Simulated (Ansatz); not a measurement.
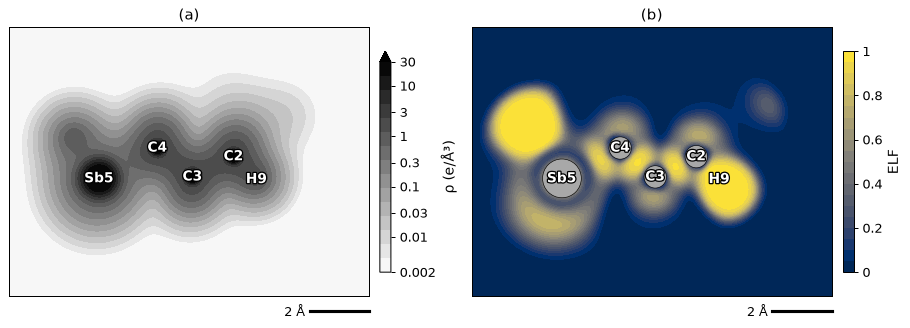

The picture shows: C3H11SbSi. (a) electron density; (b) electron localisation function on the plane of atoms C2, C3 and C4. Grey discs cover the atomic cores in the ELF map.

Core potentials replace the inner electrons of Sb.

All numbers below come from RKS B3LYP/def2-SVP (Ansatz 0.2.0).

| atom | x (Å) | y (Å) | z (Å) |
| --- | --- | --- | --- |
| Si | -1.9068 | -1.0524 | -0.8870 |
| C | -0.0412 | -1.3652 | -0.7156 |
| C | 0.8562 | -0.1440 | -0.4237 |
| C | 0.6198 | 0.4979 | 0.9458 |
| Sb | 2.0262 | 2.1585 | 1.3765 |
| H | -2.1609 | 0.0080 | -1.9099 |
| H | -2.5359 | -0.6199 | 0.3967 |
| H | -2.5788 | -2.3111 | -1.3293 |
| H | 0.2797 | -1.8342 | -1.6637 |
| H | 0.1060 | -2.1383 | 0.0609 |
| H | 0.7117 | 0.6107 | -1.2182 |
| H | 1.9123 | -0.4602 | -0.5034 |
| H | -0.4013 | 0.8947 | 1.0453 |
| H | 0.7669 | -0.2372 | 1.7548 |
| H | 1.1900 | 3.2774 | 0.3607 |
| H | 1.1334 | 2.6927 | 2.7543 |

Question: What does the map show?

Answer: The plane passes through C, Sb and H nuclei. C–C (1.53 Å): ρ is about 1.6 e/Å³ halfway; the ELF peaks at about 0.95 between the atoms (a covalent bond). C–Sb (2.22 Å): ρ at the midpoint is about 0.65 e/Å³; the ELF peaks at about 0.90 in the valence shell of C, 0.8 Å from its nucleus, and drops to about 0.20 between the two atoms. C–H (1.11 Å): ρ is about 1.9 e/Å³ halfway; the ELF climbs to about 1 towards the hydrogen, as it does in any bond to H (a covalent bond by its length). The ELF also peaks beside Sb5, away from the bonds: lone-pair regions.
